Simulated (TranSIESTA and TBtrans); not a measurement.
System: In chain with one H atom inserted. Leads: straight In chain, spacing 2.9 Å. Geometry: 3 atoms about the centre moved by SIESTA (PBE, DZP) to a largest force of 0.01 eV/Å, all others as built, motion along the axis alone.

TranSIESTA and TBtrans, PBE, DZP numerical orbitals (energy shift 0.15 eV), PseudoDojo norm-conserving scalar-relativistic potentials, mesh cutoff 200 Ry, 300 K, no spin polarisation, no spin-orbit coupling; self-consistent non-equilibrium Green functions.

Energies count from the leads' Fermi level. Transmissions are for one spin of a degenerate pair. The energy step is 0.01 eV; narrower resonances are cut or missed.

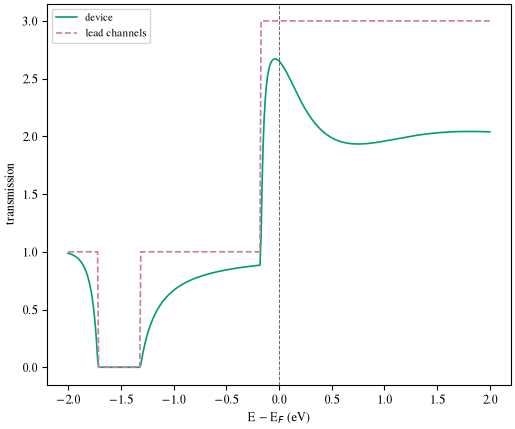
Transmission against energy

```tsv
E (eV)	T	lead channels
-2.00	0.99	1
-1.80	0.74	1
-1.60	0	0
-1.40	0	0
-1.20	0.41	1
-1.00	0.67	1
-0.80	0.77	1
-0.60	0.82	1
-0.40	0.86	1
-0.20	0.88	1
0.00	2.65	3
0.20	2.32	3
0.40	2.06	3
0.60	1.95	3
0.80	1.93	3
1.00	1.96	3
1.20	1.99	3
1.40	2.02	3
1.60	2.04	3
1.80	2.04	3
2.00	2.04	3
```

The straight chain is held at its spacing; free chains may zigzag or dimerise. No spin-polarised start was tried, so a magnetic state, if there is one, is missed.
